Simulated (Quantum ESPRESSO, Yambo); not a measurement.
# A GW chain in Yambo: BAs (F-43m), part 3 of 3

Wanted: ground state, empty states, screening and self-energy for BAs (F-43m).

Quantum ESPRESSO 7.5 and Yambo 5.3.0; PBE and many-body steps on it, plane waves. Known limits of the many-body steps: not at the basis limit; no spin-orbit coupling.

So far. Step 3 (Bands along the symmetry lines): The gap is 1.207 eV, as in the run before at this level. Step 4 (Empty states on the mesh, 6×6×6 mesh, 334 bands): On this mesh the gap is 1.292 eV. The earlier step found 1.207 eV, so this mesh misses an edge.

### Step 6. Screening and self-energy, 6×6×6 mesh, 144 bands, screening to 231.3 eV

G0W0 replaces the xc potential by the self-energy, built once from these orbitals. Only a window of levels is corrected, while the sums run over the empty bands that the input names.

This step: G0W0 on PBE, plane waves, norm-conserving pseudopotentials.

The input, gw2.in:

```
HF_and_locXC
gw0
dyson
ppa
em1d
rim_cut
RandQpts= 1000000
RandGvec= 1 RL
EXXRLvcs= 100 Ry
VXCRLvcs= 400 Ry
Chimod= "HARTREE"
% BndsRnXp
 1 | 144 |
%
NGsBlkXp= 17 Ry
% LongDrXp
 1 | 1 | 1 |
%
% GbndRnge
 1 | 144 |
%
DysSolver= "n"
ExtendOut
PPAPntXp= 27.21138 eV
% QPkrange
 1 | 1 | 12 | 15 |
 10 | 10 | 12 | 15 |
%
```

Command:

```
$ OMP_NUM_THREADS=1 mpirun -n 4 yambo -F gw2.in -J gw2 -C gw2 > gw2.log
```

The program printed:

```text
 Yambo, version 5.3.0

 [02] CORE Variables Setup
 =========================

  [... cell, symmetries and grids as in the set-up ...]

  [02.05] Energies & Occupations
  ==============================

  [X] === General ===
  [X] Electronic Temperature                        :  0.000000  0.000000 [eV K]
  [X] Bosonic    Temperature                        :  0.000000  0.000000 [eV K]
  [X] Finite Temperature mode                       : no
  [X] El. density                                   :  0.95404E+24 [cm-3]
  [X] Fermi Level                                   :  12.16515 [eV]

  [X] === Gaps and Widths ===
  [X] Conduction Band Min                           :  1.291868 [eV]
  [X] Valence Band Max                              :  0.000000 [eV]
  [X] Filled Bands                                  :  13
  [X] Empty Bands                                   :    14   334
  [X] Direct Gap                                    :  3.288876 [eV]
  [X] Direct Gap localized at k                     :  1
  [X] Indirect Gap                                  :  1.291868 [eV]
  [X] Indirect Gap between kpts                     :   1  10
  [X] Last valence band width                       :  4.948297 [eV]
  [X] 1st conduction band width                     :  3.059858 [eV]

 [03] Transferred momenta grid and indexing
 ==========================================

 IBZ Q-points                                      :  16
 BZ  Q-points                                      :  216

 K/Q-points units:
 rlu = crystal or reduced units; cc = cartesian coordinates; iku = interal k-units

 Q [ 1]         [rlu]:  0.000000  0.000000  0.000000
 Q [ 2]         [rlu]: -0.44040E-17 -0.44040E-17  0.16667
 Q [ 3]         [rlu]: -0.88081E-17 -0.88081E-17  0.33333
 Q [ 4]         [rlu]: -0.63303E-17 -0.63303E-17 -0.50000
 Q [ 5]         [rlu]: -0.90023E-17  0.16667      0.16667
 Q [ 6]         [rlu]: -0.14373E-16  0.16667      0.33333
 Q [ 7]         [rlu]:  0.33135E-17  0.16667      0.50000
 Q [ 8]         [rlu]: -0.63303E-17  0.16667     -0.33333
 Q [ 9]         [rlu]:  0.28747E-16  0.16667     -0.16667
 Q [10]         [rlu]: -0.18005E-16  0.33333      0.33333
     [... 4 further rows ...]
 Q [15]         [rlu]:  0.166667  0.333333 -0.333333
 Q [16]         [rlu]:  0.166667 -0.500000 -0.333333

 [04] Coloumb potential Random Integration (RIM)
 ===============================================

  [04.01] RIM initialization
  ==========================

  * Diagonal components only detected *

  8 x (sBL volume)        :  0.049954 [a.u.]
  sBZ random points       :  1000000
  Points outside the sBZ  :   7968281
  RL volume               :  1.348768 [a.u.]
  Integrated volume       :  1.354137 [a.u.]

  [04.02] RIM integrals
  =====================

  Gamma point sphere radius             :  0.066805 [a.u.]
  Points outside the sphere             :   800476
  [Int_sBZ(q=0) 1/q^2]*(Vol_sBZ)^(-1/3) =:  7.776341
                                 should be <:  7.795600

  Summary of Coulomb integrals for non-metallic bands |Q|[au] RIM/Bare

  Q [1] 0.100000E-4 0.997530 * Q [2] 0.200926 1.068930
  Q [5] 0.232009 1.068679 * Q [9] 0.328110 1.029814
  Q [6] 0.384743 1.023420 * Q [3] 0.401851 1.020719
  Q [10] 0.464018 1.017590 * Q [8] 0.505652 1.014476
  Q [14] 0.518788 1.014367 * Q [7] 0.568303 1.012582
  Q [11] 0.602777 1.011829 * Q [4] 0.602777 1.011206
  Q [12] 0.656220 1.010226 * Q [15] 0.686291 1.009617
  Q [13] 0.696026 1.009452 * Q [16] 0.733676 1.008801

 [WARNING] [Xp] User bands 1-144 break level degeneracy

 [05] Dipoles
 ============

  [05.01] Setup: observables and procedures
  =========================================

 [06] Dynamic Dielectric Matrix (PPA)
 ====================================

 [WR./gw2//ndb.pp]---------------------------------------------------------------
  Brillouin Zone Q/K grids (IBZ/BZ)                :   16  216   16  216
  RL vectors                                       :   3943 [WF]
  Coulomb cutoff potential                         : none
  Electronic Temperature                           :  0.000000 [K]
  Bosonic    Temperature                           :  0.000000 [K]
  PPA    diel. fun.  energies                      : Perdew, Burke & Ernzerhof(X)+Perdew, Burke & Ernzerhof(C)
  wavefunctions                                    : Perdew, Burke & Ernzerhof(X)+Perdew, Burke & Ernzerhof(C)
  Global Gauge                                     : length
  X matrix size                                    :  259
  X band range                                     :    1  144
  X e/h energy range                               : -1.000000 -1.000000 [eV]
  X Time ordering                                  : R
  X Hxc Kernel                                     : HARTREE
  X Drude frequency                                :  0.000000  0.000000
  X poles                                          :  100.0000 [o/o]
  RL vectors in the sum                            :   3943
  [r,Vnl] included                                 : yes
  Field direction                                  :  0.577350E-5  0.577350E-5  0.577350E-5
  BZ energy Double Grid                            : no
  BZ energy DbGd points                            : 0
  BZ Q point size factor                           : -1.000000
  X Optical Averaged directions                    : none

 [07] Local Exchange-Correlation + Non-Local Fock
 ================================================

 [VXC] Plane waves :  24933
 [EXS] Plane waves :  3143

 QP @ state[ 1 ] K range:  1  1
 QP @ state[ 1 ] b range:  12  15
 QP @ state[ 2 ] K range:  10  10
 QP @ state[ 2 ] b range:  12  15

 [xc] Functional : Perdew, Burke & Ernzerhof(X)+Perdew, Burke & Ernzerhof(C)
 [xc] LIBXC used to calculate xc functional
  PP Number of Atomic Species                      :  2
  NLCC RL compoments                               :  24933
  PP Number of Atomic Species                      :  2
  NLCC RL compoments                               :  24933

 [xc] E_xc :  -25.05613 [Ha]
      E_xc :  -50.11226 [Ry]

  Local XC kind (lXC) : Perdew, Burke & Ernzerhof(X)+Perdew, Burke & Ernzerhof(C)
  Non-Local XC kind (nlXC) : Hartree-Fock

  Corrections @ K [1] :  [eV]
 <12|nlXC|12> = -15.46589 -0.82059E-18 <12|lXC|12> = -14.18945  0.94413E-16
 <13|nlXC|13> = -15.46587  0.25400E-17 <13|lXC|13> = -14.18945 -0.99866E-21
 <14|nlXC|14> = -8.450954  0.21738E-17 <14|lXC|14> = -13.05539 -0.18882E-15
 <15|nlXC|15> = -8.450873  0.87097E-20 <15|lXC|15> = -13.05539 -0.47196E-16

  Corrections @ K [10] :  [eV]
 <12|nlXC|12> = -15.98613 -0.15399E-16 <12|lXC|12> = -13.19900 -0.70804E-16
 <13|nlXC|13> = -15.98649 -0.54500E-17 <13|lXC|13> = -13.19900 -0.70817E-16
 <14|nlXC|14> = -7.636092  0.19204E-17 <14|lXC|14> = -11.66108 -0.94411E-16
 <15|nlXC|15> = -6.492022  0.26613E-18 <15|lXC|15> = -11.16957 -0.18882E-15

 [08] Dyson equation: Newton solver
 ==================================

  [08.01] G0W0 (W PPA)
  ====================

  [  GW  ] Bands range     :    1  144
  [GW/PPA] G damping       :  0.100000 [eV]

  QP @ state[ 1 ] K range:  1  1
  QP @ state[ 1 ] b range:  12  15
  QP @ state[ 2 ] K range:  10  10
  QP @ state[ 2 ] b range:  12  15

   Sc/G bands                                       :    1  144
   Sc/G damping                                     :  0.100000 ev
   Sc bands terminator                              : no
   Sx RL components                                 :  3143

   QP @ state[ 1 ] K range                          :  1  1
   QP @ state[ 1 ] b range                          :  12  15
   QP @ state[ 2 ] K range                          :  10  10
   QP @ state[ 2 ] b range                          :  12  15
   GF energies kind                                 : Perdew, Burke & Ernzerhof(X)+Perdew, Burke & Ernzerhof(C)
   GF WF`s kind                                     : Perdew, Burke & Ernzerhof(X)+Perdew, Burke & Ernzerhof(C)
   Xs energies kind                                 : Perdew, Burke & Ernzerhof(X)+Perdew, Burke & Ernzerhof(C)
   Xs WF`s kind                                     : Perdew, Burke & Ernzerhof(X)+Perdew, Burke & Ernzerhof(C)

 [11] Game Over & Game summary
```

Run time: 11 min. Hardware: 4 MPI ranks of Arm Neoverse V1, shared host; peak memory 2.1 GiB.

Numbers from this step:

```
G0W0 gap on the points computed              : 1.911 eV
starting gap on the mesh                     : 1.292 eV
k of the valence top                         : 0, 0, 0
k of the conduction bottom                   : 0, 0.3333, 0.3333
least direct G0W0 gap on the computed points : 4.142 eV
Z at the valence top                         : 0.8043
Z at the conduction bottom                   : 0.8134
```

The gap on the mesh goes from 1.29 eV to 1.91 eV, a correction of +0.62 eV. The start differs from the 1.21 eV found before because the two sample other k points.

Limits: finite bands, cutoff and mesh; no spin-orbit coupling. v1 is the top filled band, c1 the lowest empty one. The levels before and after the correction (eV, zero at the valence-band top of each column):

```
           conduction bottom  valence top
Kohn-Sham               1.29         0.00
     G0W0               1.91         0.00
```

```csv
,level,energy (eV)
Kohn-Sham,Γ v2-v1,0.000
Kohn-Sham,Γ c1-c2,3.289
Kohn-Sham,(0 0.333 0.333) v2-v1,-3.452
Kohn-Sham,(0 0.333 0.333) c1,1.292
Kohn-Sham,(0 0.333 0.333) c2,3.154
G0W0,Γ v2-v1,0.000
G0W0,Γ c1-c2,4.142
G0W0,(0 0.333 0.333) v2-v1,-3.643
G0W0,(0 0.333 0.333) c1,1.911
G0W0,(0 0.333 0.333) c2,3.802
```

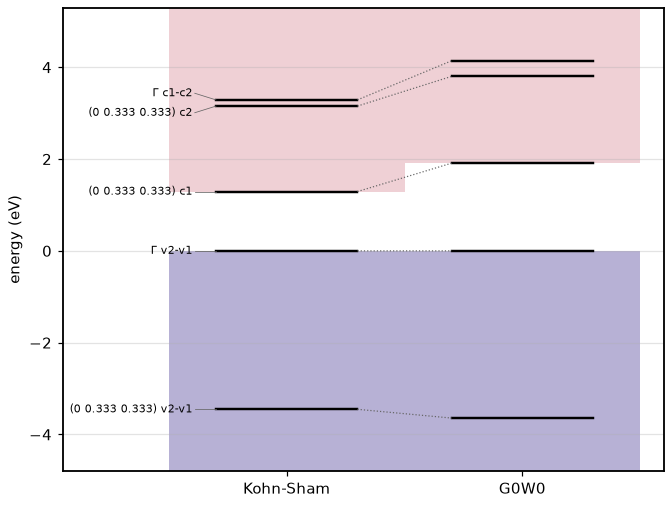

Levels before and after the correction. Shaded: valence and conduction bands.

### Step 7. Where the time went

Times are wall times on the hardware named with each run, good to a factor of about two.

```
                          step    time  share  memory (GiB)
                  ground state    11 s    1 %          0.25
bands along the symmetry lines   4.3 s    1 %          0.22
      empty states on the mesh    63 s    8 %          0.59
         conversion and set-up   2.8 s    0 %          0.24
     screening and self-energy  11 min   89 %           2.1
```

### Step 8. What came out

```
PBE gap                              : 1.21 eV, indirect
G0W0 gap on the mesh                 : 1.91 eV
G0W0 gap over the zone (rigid shift) : 1.83 eV
GW settings                          : 6×6×6 mesh, 144 bands, screening to 231.3 eV, Godby-Needs plasmon pole
known limits                         : not at the basis limit; no spin-orbit coupling
```

G0W0 moves the gap on the mesh from 1.29 eV to 1.91 eV (+0.62 eV), with Z of 0.80 and 0.81 at the edges. The mesh misses the band edges by 0.08 eV in all; a rigid shift gives 1.83 eV for the zone. Only 2 of the mesh's irreducible points were corrected, so a valley elsewhere could overtake. The dearest step here is «screening and self-energy». Against experiment, by G0W0@PBE: the gap of 1.83 eV lies +0.01 eV from the measured 1.82 eV (indirect, 300 K, 2019); the direct gap of 4.14 eV lies +0.02 eV from the measured 4.12 eV (direct, 300 K, 2019); the gap of 1.83 eV lies −0.19 eV from the measured 2.02 eV (indirect, 300 K, 2019). An exciton line or allowed optical edge lies below the quasiparticle gap by the binding energy; a forbidden edge can push the onset above it. The calculation has static nuclei and no excitons; a measured gap holds zero-point and thermal motion, which mostly lowers it. Bands and cutoff are finite, so the gap is not at the basis limit. The miss can reach some tenths of an eV and take either sign; the mesh is an error of its own. In the G0W0 run levels were corrected at 2 k points alone, so a gap called «on the mesh» is the least over those, and an edge elsewhere would be missed. A denser mesh or path gives a starting gap of 1.21 eV: the GW mesh misses a band edge, so its gaps are not the fundamental one. The many-body steps are scalar-relativistic: spin-orbit coupling is not in them.

[Paths, hosts, dates, memory and timing lines, banners, echoed tables and standing remarks are left out of the program output.]

[Logs are printed without paths, hosts, clocks, repeated set-up lines and the standing remarks that a program may print on its own settings, such as how far it seeks lower states.]

[Runs of the session that timed out or met a known fault of the program may be left out.]

[Hosts, paths, dates, database ids (printed as entryN), source tags and the programs' standing remarks are cut or masked in the printed files.]
